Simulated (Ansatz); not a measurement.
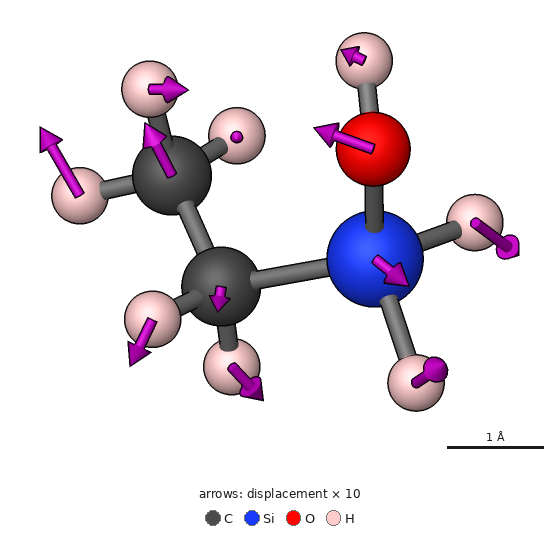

This is a relaxation of C₂H₈OSi (coarse preliminary run). The starting structure is drawn; purple arrows show the displacements, 10 times their true length. The two geometries are superimposed by the best rigid fit.

The picture is a ball-and-stick view, seen from a free direction.

The start comes from a force field.

These are results of RKS PBE-D4/def2-SVP (Ansatz), not measurements. Set-up: force threshold 0.03 eV/Å; at most 200 steps.

### What did the optimiser do to the structure, and how much energy did it gain?

The atom that moves furthest after the best rigid fit is an H atom (0.093 Å). By element the largest moves are H 0.093 Å, O 0.068 Å, C 0.065 Å, Si 0.049 Å. Some distances before and after: C–C 1.466 → 1.535 Å, H–Si 1.452 → 1.514 Å, C–H 1.166 → 1.111 Å, C–Si 1.851 → 1.891 Å. Among the angles between lasting bonds that change: C–Si–O 116.3° → 112.2°, C–C–H 115.7° → 111.6°, H–C–H 103.8° → 107.0°. After 5 geometry steps the energy has fallen by 5.72 kcal/mol. The largest force component goes from 2.3 to 0.0094 eV/Å.
